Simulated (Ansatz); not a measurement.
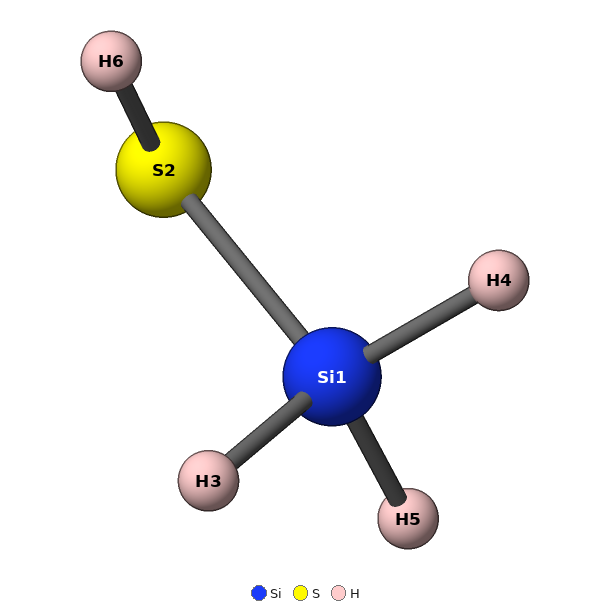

Harmonic vibrations computed with RKS PBE0-D4/def2-TZVP (Ansatz 0.2.0) at a stationary point of the same level.

Is this a minimum or a saddle point?

A minimum: no imaginary frequency, and the lowest mode lies at 189 cm⁻¹.

How many vibrational modes are there, and where do they lie?

12 modes: 189, 515, 536, 624, 813, 924, 931, 960, 2230, 2234, 2255, 2710 cm⁻¹.
